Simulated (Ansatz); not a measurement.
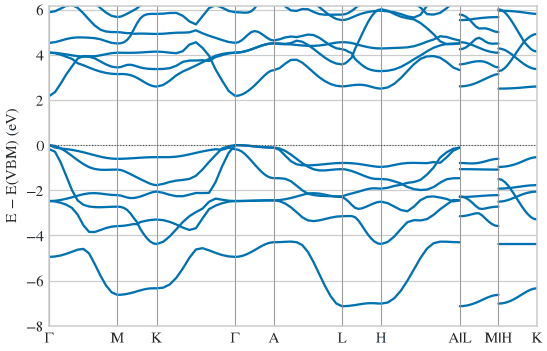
Figure: Band structure from r²SCAN in the plane-wave PAW code Ansatz

Read off the gap and where the band edges lie.

About 2.2 eV (2.18 eV by a search for the band edges); maximum at Γ, minimum at Γ.

Which compound is it?
(A) AlZnNO, P3m1 (Al on 1b, Zn on 1c, O on 1b, N on 1c)
(B) ScAlN2, P3m1 (Sc on 1b, N on 1b, Al on 1c, N on 1c)
(C) ScSnCN, P3m1 (Sc on 1b, Sn on 1c, C on 1b, N on 1c)
(D) CdGaNO, P3m1 (Ga on 1b, Cd on 1c, O on 1b, N on 1c)

C, ScSnCN, P3m1 (Sc on 1b, Sn on 1c, C on 1b, N on 1c)

The start of the workflow was typed in or built on a structure type; neither database checked (COD, Materials Project) lists it. Its standing as an ambient phase is unchecked. The r²SCAN relaxation kept the symmetry of its start; whether a distortion lowers the energy is not shown. The run is not spin-polarised. Scalar-relativistic: spin–orbit coupling is off unless named, which matters more the heavier the elements.

Potentials: the earlier of the program's two PAW sets.
